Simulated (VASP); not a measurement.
# CaIn2Au: interstitial O from one void to a neighbouring one, part 3 of 4

Aim: the barrier for one hop in CaIn2Au: interstitial O from one void to a neighbouring one. The start is a cell from a database of measured crystal structures.

VASP 6.6.1, plane waves and PAW; the level of theory is named at each step.

So far. Step 2 (Relax the host): The run ended after 9 ionic steps, 0.016 eV below its first step, once forces and stress met EDIFFG = -0.02. Step 3 (Relax the start): The run ended after 18 ionic steps, 0.347 eV below its first step, once the forces on the free atoms met EDIFFG = -0.05.

### Step 4. Relax the end

Level of this step: PBEsol; plane waves and PAW (Au, In, Ca_pv, O) (VASP).

The end state is relaxed in the same way, so that both ends share their errors.

Input file INCAR:

```
SYSTEM = Ca4In8Au4O
PREC = Normal
ENCUT = 400
EDIFF = 1E-05
NELM = 120
ISMEAR = 1
SIGMA = 0.15
LREAL = Auto
ALGO = Fast
GGA = PS
NBANDS = 70
LASPH = .TRUE.
LORBIT = 11
LWAVE = .FALSE.
LCHARG = .FALSE.
KPAR = 3
IBRION = 2
NSW = 60
ISIF = 2
EDIFFG = -0.05
POTIM = 0.4
MAXMIX = 40
ISYM = 0
```

Input file POSCAR:

```
Ca4In8Au4O
1.0
    2.2469605198     -5.3942296866      0.0000000000
    4.4939210396     10.7884593732      0.0000000000
    0.0000000000      0.0000000000      7.6586215528
Au In Ca O
4 8 4 1
Direct
    0.7806470884      0.1060349578      0.2486905215
    0.7915445282      0.6081404020      0.2523880726
    0.2165807327      0.3916203421      0.7491802716
    0.2140901229      0.8931957184      0.7474350786
    0.6300759108      0.1800337291      0.9485308804
    0.6350143080      0.6835409535      0.9454440645
    0.3634876298      0.3193883284      0.4489727949
    0.3596227480      0.8165801310      0.4504116266
    0.3692528381      0.3193606696      0.0463805592
    0.3649626700      0.8170290669      0.0522749413
    0.6392592991      0.1812321051      0.5471291409
    0.6380473166      0.6849096064      0.5485782782
    0.0723124008      0.4638391320      0.2512232079
    0.0765672836      0.9656160360      0.2497523619
    0.9237477500      0.0369741329      0.7441220381
    0.9261786565      0.5362935922      0.7462777924
   -0.0806447947      0.5279146810      0.4605855527
```

Input file KPOINTS:

```
Automatic mesh
0
Gamma
4 2 3
0 0 0
```

The projector-augmented-wave data sets are Au, In, Ca_pv and O (PBE family, release 64).

Started as:

```sh
mpirun -np 3 vasp_std
```

Output:

```text
[banner, memory and clock lines left out]
running    3 mpi-ranks, on    1 nodes
 distrk:  each k-point on    1 cores,    3 groups
 distr:  one band on    1 cores,    1 groups

 POSCAR found type information on POSCAR AuInCaO
 POSCAR found :  4 types and      17 ions
 [... a notice as in an earlier step ...]

 LDA part: xc-table for (Slater+PW92), standard interpolation
 [... a notice as in an earlier step ...]

 POSCAR, INCAR and KPOINTS ok, starting setup
 FFT: planning ... GRIDC
 FFT: planning ... GRID_SOFT
 FFT: planning ... GRID
 WAVECAR not read
 entering main loop
       N       E                     dE             d eps       ncg     rms          rms(c)
DAV:   1     0.119103637988E+04    0.11910E+04   -0.29681E+04  2368   0.159E+03
DAV:   2     0.255741817080E+03   -0.93529E+03   -0.88697E+03  1968   0.509E+02
DAV:   3    -0.286513111913E+02   -0.28439E+03   -0.26553E+03  2632   0.186E+02
DAV:   4    -0.699630156854E+02   -0.41312E+02   -0.40142E+02  3224   0.774E+01
DAV:   5    -0.715176849317E+02   -0.15547E+01   -0.15355E+01  3144   0.163E+01    0.202E+01
RMM:   6    -0.653400166711E+02    0.61777E+01   -0.45190E+01  2903   0.206E+01    0.123E+01
RMM:   7    -0.646111053916E+02    0.72891E+00   -0.28873E+00  2732   0.707E+00    0.698E+00
RMM:   8    -0.644156787294E+02    0.19543E+00   -0.15206E+00  3089   0.419E+00    0.190E+00
RMM:   9    -0.643880461445E+02    0.27633E-01   -0.29672E-01  2982   0.175E+00    0.801E-01
RMM:  10    -0.643847787218E+02    0.32674E-02   -0.71380E-02  3227   0.843E-01    0.610E-01
RMM:  11    -0.643851311566E+02   -0.35243E-03   -0.14943E-02  2854   0.448E-01    0.234E-01
RMM:  12    -0.643847756502E+02    0.35551E-03   -0.71902E-03  3207   0.261E-01    0.662E-02
RMM:  13    -0.643848635244E+02   -0.87874E-04   -0.21262E-03  3105   0.142E-01    0.594E-02
RMM:  14    -0.643848661261E+02   -0.26017E-05   -0.47684E-04  2983   0.710E-02    0.131E-02
RMM:  15    -0.643848746804E+02   -0.85542E-05   -0.17564E-04  2709   0.378E-02    0.702E-03
RMM:  16    -0.643848771607E+02   -0.24804E-05   -0.48030E-05  2054   0.255E-02
   1 F= -.64384877E+02 E0= -.64385298E+02  d E =-.643849E+02
 curvature:   0.00 expect dE= 0.000E+00 dE for cont linesearch  0.000E+00
 trial: gam= 0.00000 g(F)=  0.266E+00 g(S)=  0.000E+00 ort = 0.000E+00 (trialstep = 0.100E+01)
 search vector abs. value=  0.266E+00
 bond charge predicted
       N       E                     dE             d eps       ncg     rms          rms(c)
DAV:   1    -0.644289306296E+02   -0.44056E-01   -0.53421E+01  2528   0.224E+01    0.167E+00
RMM:   2    -0.645649796904E+02   -0.13605E+00   -0.13894E+00  2965   0.558E+00    0.908E-01
RMM:   3    -0.645835575768E+02   -0.18578E-01   -0.29249E-01  3236   0.223E+00    0.654E-01
RMM:   4    -0.645811209368E+02    0.24366E-02   -0.49369E-02  3124   0.861E-01    0.360E-01
RMM:   5    -0.645803082823E+02    0.81265E-03   -0.12491E-02  3080   0.453E-01    0.659E-02
RMM:   6    -0.645804309757E+02   -0.12269E-03   -0.19686E-03  2918   0.177E-01    0.408E-02
RMM:   7    -0.645804581225E+02   -0.27147E-04   -0.50630E-04  3037   0.840E-02    0.241E-02
WARNING in EDDRMM: call to ZHEGV failed, returncode =   8  4     37
RMM:   8    -0.645804651651E+02   -0.70426E-05   -0.13632E-04  2571   0.409E-02    0.884E-03
RMM:   9    -0.645804660577E+02   -0.89258E-06   -0.36590E-05  1889   0.271E-02
   2 F= -.64580466E+02 E0= -.64582234E+02  d E =-.195589E+00
[...]
WARNING in EDDRMM: call to ZHEGV failed, returncode =   6  3     22
[... from here on, the cycles between the ionic steps are left out ...]
   3 F= -.64660083E+02 E0= -.64663485E+02  d E =-.275206E+00
[...]
WARNING in EDDRMM: call to ZHEGV failed, returncode =   6  3     32
WARNING in EDDRMM: call to ZHEGV failed, returncode =   8  4     30
   4 F= -.64661596E+02 E0= -.64664891E+02  d E =-.276719E+00
   5 F= -.64689688E+02 E0= -.64693349E+02  d E =-.280920E-01
   6 F= -.64706175E+02 E0= -.64710256E+02  d E =-.445790E-01
[...]
WARNING in EDDRMM: call to ZHEGV failed, returncode =   6  3     45
   7 F= -.64721907E+02 E0= -.64726193E+02  d E =-.157317E-01
   8 F= -.64726606E+02 E0= -.64731000E+02  d E =-.204315E-01
[...]
WARNING in EDDRMM: call to ZHEGV failed, returncode =   8  4     46
   9 F= -.64726806E+02 E0= -.64731214E+02  d E =-.206314E-01
[...]
WARNING in EDDRMM: call to ZHEGV failed, returncode =   8  4     33
  10 F= -.64736014E+02 E0= -.64740434E+02  d E =-.920795E-02
[...]
WARNING in EDDRMM: call to ZHEGV failed, returncode =   6  3     52
[...]
WARNING in EDDRMM: call to ZHEGV failed, returncode =   6  3     41
WARNING in EDDRMM: call to ZHEGV failed, returncode =   6  3     34
  11 F= -.64739729E+02 E0= -.64744081E+02  d E =-.129232E-01
  12 F= -.64739863E+02 E0= -.64744201E+02  d E =-.130565E-01
  13 F= -.64744039E+02 E0= -.64748269E+02  d E =-.417669E-02
[...]
WARNING in EDDRMM: call to ZHEGV failed, returncode =   6  3     29
  14 F= -.64746612E+02 E0= -.64750630E+02  d E =-.674932E-02
  15 F= -.64750139E+02 E0= -.64753970E+02  d E =-.352687E-02
  16 F= -.64751285E+02 E0= -.64754970E+02  d E =-.467262E-02
[...]
WARNING in EDDRMM: call to ZHEGV failed, returncode =   8  4     46
  17 F= -.64751422E+02 E0= -.64755041E+02  d E =-.480948E-02
  18 F= -.64753616E+02 E0= -.64756981E+02  d E =-.219420E-02
  19 F= -.64753623E+02 E0= -.64756974E+02  d E =-.220192E-02
 curvature:  -5.42 expect dE=-0.491E-02 dE for cont linesearch -0.626E-05
 trial: gam= 0.81187 g(F)=  0.907E-03 g(S)=  0.000E+00 ort =-0.592E-04 (trialstep = 0.372E+01)
 search vector abs. value=  0.281E-02
 bond charge predicted
       N       E                     dE             d eps       ncg     rms          rms(c)
DAV:   1    -0.647322431669E+02    0.21381E-01   -0.44051E+00  2368   0.941E+00    0.410E-01
RMM:   2    -0.647518799829E+02   -0.19637E-01   -0.20243E-01  2948   0.204E+00    0.178E-01
RMM:   3    -0.647556677646E+02   -0.37878E-02   -0.43523E-02  3199   0.907E-01    0.279E-01
RMM:   4    -0.647559830881E+02   -0.31532E-03   -0.66794E-03  3195   0.315E-01    0.239E-01
RMM:   5    -0.647558534469E+02    0.12964E-03   -0.10820E-03  3173   0.126E-01    0.177E-01
RMM:   6    -0.647557128826E+02    0.14056E-03   -0.31317E-04  3045   0.691E-02    0.976E-02
RMM:   7    -0.647556609322E+02    0.51950E-04   -0.17998E-04  3039   0.522E-02    0.245E-02
RMM:   8    -0.647556574700E+02    0.34622E-05   -0.61853E-05  2031   0.291E-02
  20 F= -.64755657E+02 E0= -.64758830E+02  d E =-.203399E-02
 trial-energy change:   -0.002034  1 .order   -0.001837   -0.003191   -0.000483
 step:   4.1619(harm=  4.3793)  dis= 0.01196  next Energy=   -64.755687 (dE=-0.206E-02)
 reached required accuracy - stopping structural energy minimisation
```

Run time: 20 min. Hardware: 3 MPI ranks of Intel Xeon Platinum 8259CL at 2.50GHz (Skylake/Cascade Lake), shared host; peak memory 1.2 GiB.

Parts of OUTCAR (step 4):

```text
 Found     14 irreducible k-points:

   NELECT =     106.0000    total number of electrons

 E-fermi :   5.9212

 k-point     1 :       0.0000    0.0000    0.0000
  band No.  band energies     occupation
    ...
     50       5.0430      2.00000
     51       5.2094      2.00000
     52       5.4441      2.00007
     53       5.6316      2.01986
     54       5.9210      1.00179
     55       6.5020     -0.00000
     56       6.7219     -0.00000
     57       6.9436     -0.00000
     58       7.1247     -0.00000
     59       7.2557     -0.00000
    ...

 k-point     2 :       0.2500    0.0000    0.0000
  band No.  band energies     occupation
    ...
     49       4.5651      2.00000
     50       4.8243      2.00000
     51       5.1281      2.00000
     52       5.3776      2.00000
     53       5.8128      1.93494
     54       6.1246     -0.06648
     55       6.2474     -0.00873
     56       7.0278     -0.00000
     57       7.1699     -0.00000
     58       7.5245     -0.00000
    ...

  Total        2.0494344      1.3287068      2.6858885     -0.2572763     -2.1102019     -0.3079021
  in kB        8.8431937      5.7332946     11.5894571     -1.1101326     -9.1054016     -1.3285801
  external PRESSURE =       8.7219818 kB  Pullay stress =       0.0000000 kB

 POSITION                                       TOTAL-FORCE (eV/Angst)
 -----------------------------------------------------------------------------------
      2.26578     -3.04355      1.90430        -0.003070     -0.003616     -0.001991
      4.48192      2.48347      1.74358        -0.014428     -0.014232      0.009808
      2.24448      3.03766      5.71792         0.001887     -0.005036      0.026163
      4.48508      8.45594      5.78015         0.024716     -0.001285     -0.018281
      2.26865     -1.44672      7.22747         0.007013     -0.011910      0.001891
      4.47770      4.04315      7.13990        -0.006680      0.004303      0.001331
      2.31282      1.45459      3.45194         0.007423      0.017498     -0.012075
      4.43922      6.83472      3.46693        -0.008476     -0.003446     -0.017541
      2.22183      1.46485      0.39097        -0.007064     -0.004777      0.008968
      4.51146      6.88149      0.42256         0.017490     -0.015613     -0.008033
      2.16894     -1.47110      4.20472         0.002480      0.020881      0.033749
      4.55075      3.91392      4.15994        -0.023214      0.027183     -0.021360
      2.22937      4.65120      1.92425         0.011905     -0.011206     -0.021290
      4.51651     10.03533      1.88720        -0.006923     -0.002874      0.029088
      2.24647     -4.59945      5.69669        -0.007696      0.013705     -0.009329
      4.48022      0.78446      5.80466         0.011025     -0.004267     -0.043650
      4.48416      0.44343      3.69549        -0.006387     -0.005308      0.042552
 -----------------------------------------------------------------------------------
    total drift:                               -0.009735     -0.019410     -0.029358

  FREE ENERGIE OF THE ION-ELECTRON SYSTEM (eV)
  ---------------------------------------------------
  free  energy   TOTEN  =       -64.7556574700 eV

  energy  without entropy=      -64.7651763040  energy(sigma->0) =      -64.75883041

 total charge
# of ion       s       p       d       tot
------------------------------------------
    1        0.684   0.409   8.650   9.743
    2        0.685   0.390   8.668   9.743
    3        0.680   0.422   8.642   9.744
    4        0.679   0.443   8.635   9.757
    5        1.256   1.371   0.148   2.775
    6        1.257   1.404   0.157   2.818
    7        1.231   1.302   0.185   2.718
    8        1.232   1.287   0.174   2.693
    9        1.259   1.391   0.144   2.795
   10        1.259   1.389   0.152   2.800
   11        1.268   1.337   0.145   2.749
   12        1.265   1.330   0.146   2.742
   13        0.241   6.204   0.629   7.074
   14        0.216   6.160   0.478   6.854
   15        0.217   6.163   0.476   6.856
   16        0.245   6.212   0.637   7.093
   17        1.609   3.380   0.000   4.989
--------------------------------------------------
tot         15.284  40.595  38.066  93.945

[... 6 parts as in an earlier step ...]

[... 6 further parts left out ...]
```

CONTCAR:

```
Ca4In8Au4O
   1.00000000000000
     2.2469605198000000   -5.3942296866000001    0.0000000000000000
     4.4939210396000000   10.7884593732000003    0.0000000000000000
     0.0000000000000000    0.0000000000000000    7.6586215527999997
  Au              In              Ca              O
     4     8     4     1
Direct
     0.7862998738133373    0.1110381747905667    0.2486484493571455
     0.7671332539705582    0.6137636387950371    0.2276621683589985
     0.2178821634591004    0.3905064838364810    0.7465987643862033
     0.2142385132488868    0.8909141518718537    0.7547239975749844
     0.6389247966283950    0.1853632300570032    0.9437039022675116
     0.6216239078995590    0.6855778440688894    0.9322699957865557
     0.3798272252645460    0.3247421758382479    0.4507265337517004
     0.3543068287609715    0.8106749813970689    0.4526837348254106
     0.3586275201439252    0.3150934818923324    0.0510499042561642
     0.3660473014935263    0.8208799212857931    0.0551740947335476
     0.6189972178689952    0.1731398691394193    0.5490182783630905
     0.6498586547662757    0.6877167838181502    0.5431705201215062
     0.0649589145098460    0.4636071800566974    0.2512523099722703
     0.0748361100951197    0.9676091271989431    0.2464147850132800
     0.9262205107618406    0.0367798004965525    0.7438270080247255
     0.9242386421102547    0.5348319532697657    0.7579254208921538
     0.9567250540048615    0.5194647865871965    0.4825273156147520
```

Relaxation path:

```csv
step,energy less that of the first step (eV),largest force (eV/Å)
1,0.0000,2.0035
2,-0.1956,0.9834
3,-0.2752,0.5851
4,-0.2767,0.5108
5,-0.3048,0.3463
6,-0.3213,0.3752
7,-0.3370,0.1403
8,-0.3417,0.1684
9,-0.3419,0.1907
10,-0.3511,0.1007
11,-0.3549,0.1006
12,-0.3550,0.1066
13,-0.3592,0.0819
14,-0.3617,0.0879
15,-0.3653,0.0551
16,-0.3664,0.0713
17,-0.3665,0.0823
18,-0.3687,0.0873
19,-0.3687,0.0923
20,-0.3708,0.0452
```

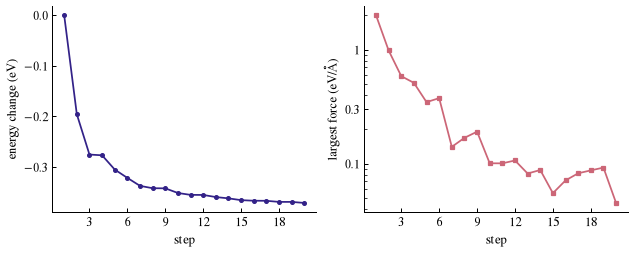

Energy and largest force along the relaxation.

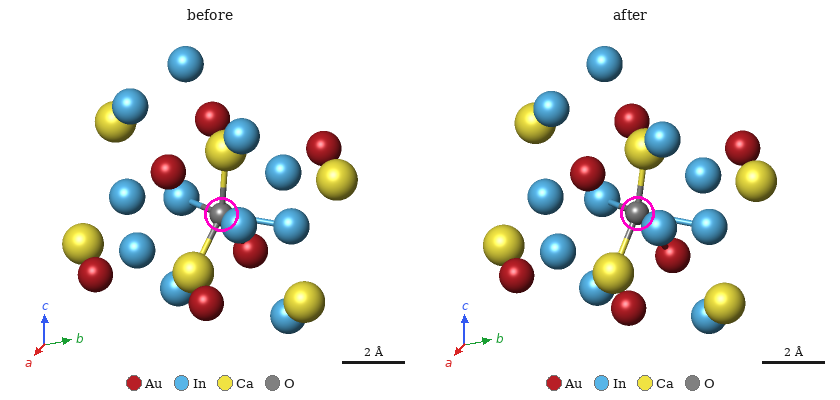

Before and after: the atoms that start within 5 Å of the centre. O17, which moves most, is ringed if it is among them. Bonds to atoms that aren't drawn are left out.

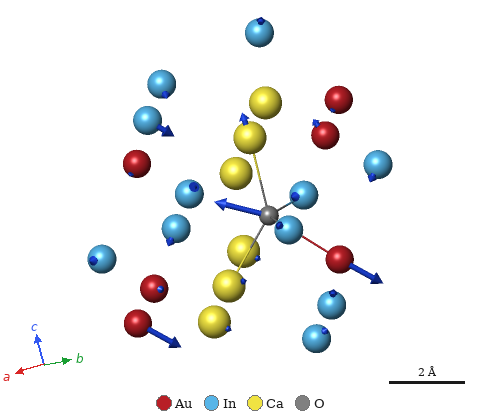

Displacements in the relaxation near the centre, exaggerated; the longest in the cell stands for 0.34 Å. Bonds to atoms that aren't drawn are left out.

The atoms that moved most (Å):

```csv
atom,dx,dy,dz,length
O17,0.046,-0.293,0.168,0.341
Au2,-0.030,0.192,-0.189,0.272
In6,-0.021,0.094,-0.101,0.140
Ca16,-0.011,-0.005,0.089,0.090
In11,-0.082,0.022,0.014,0.086
In7,0.061,-0.030,0.013,0.069
In12,0.039,-0.033,-0.041,0.066
Au4,-0.010,-0.025,0.056,0.062
```

Final coordinates:

```
Au In Ca O
1.0
     2.24696   -5.39423    0.00000
     4.49392   10.78846    0.00000
     0.00000    0.00000    7.65862
Au In Ca O
4 8 4 1
Direct
  0.78630 0.11104 0.24865
  0.76713 0.61376 0.22766
  0.21788 0.39051 0.74660
  0.21424 0.89091 0.75472
  0.63892 0.18536 0.94370
  0.62162 0.68558 0.93227
  0.37983 0.32474 0.45073
  0.35431 0.81067 0.45268
  0.35863 0.31509 0.05105
  0.36605 0.82088 0.05517
  0.61900 0.17314 0.54902
  0.64986 0.68772 0.54317
  0.06496 0.46361 0.25125
  0.07484 0.96761 0.24641
  0.92622 0.03678 0.74383
  0.92424 0.53483 0.75793
  0.95673 0.51946 0.48253
```

This step gave:

- electronic cycles: 156
- free energy (TOTEN): -64.7557 eV
- energy at zero smearing: -64.7588 eV
- Fermi energy: 5.921 eV

The run ended after 20 ionic steps, 0.371 eV below its first step, once the forces on the free atoms met EDIFFG = -0.05.

(Continued in part 4 of 4.)

[Lines on the potential files, build, host, timing and source positions are cut from VASP's logs without a mark.]

[Logs are printed without paths, hosts, clocks, repeated set-up lines and the standing remarks that a program may print on its own settings, such as how far it seeks lower states.]

[Hosts, paths, dates, database ids (printed as entryN), source tags and the programs' standing remarks are cut or masked in the printed files.]

[Runs that stopped without an error message from VASP are left out.]
